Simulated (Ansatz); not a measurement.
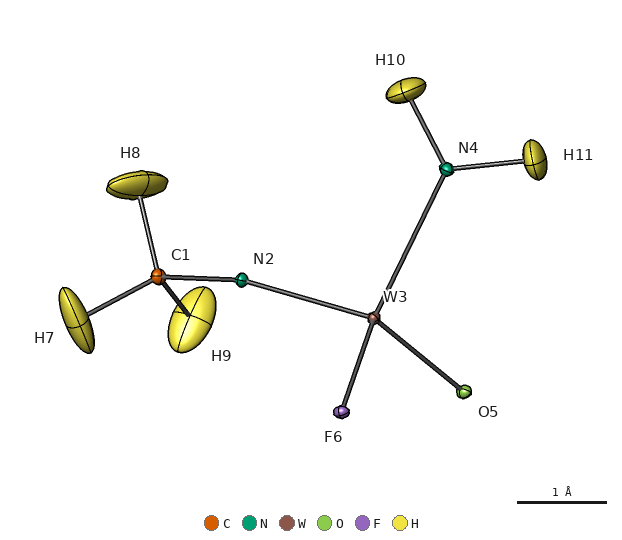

Displacement ellipsoids at the 50 % level, from the internal vibrations of the free molecule (harmonic, no overall translation or rotation; no half-axis is drawn under 0.075 Å). Charge 0, singlet. Vibrations computed with RKS PBE0-D4/def2-TZVP, core potentials on W (Ansatz 0.2.0). Temperature: 0 K (zero-point motion alone).

**Which atom moves most?**

H8, with U_eq = 0.0350 Å².

**Does H9 move more along its bond or across it?**

Across it: the root-mean-square amplitude is 0.089 Å along the bond and up to 0.271 Å across, since bending and torsion are softer than stretching.

List U_eq and the three principal root-mean-square amplitudes for each kind of atom.

```csv
atom,U_eq (Å²),rms amplitudes (Å)
C1,0.0030,"0.042, 0.059, 0.061"
N2,0.0023,"0.032, 0.053, 0.055"
W3,0.00009,"0.009, 0.010, 0.010"
N4,0.0029,"0.039, 0.053, 0.066"
O5,0.0027,"0.033, 0.052, 0.065"
F6,0.0025,"0.036, 0.050, 0.061"
H7,0.0347,"0.088, 0.146, 0.274"
H8,0.0350,"0.088, 0.145, 0.276"
H9,0.0349,"0.085, 0.154, 0.271"
H10,0.0237,"0.082, 0.153, 0.202"
H11,0.0240,"0.084, 0.150, 0.206"
```
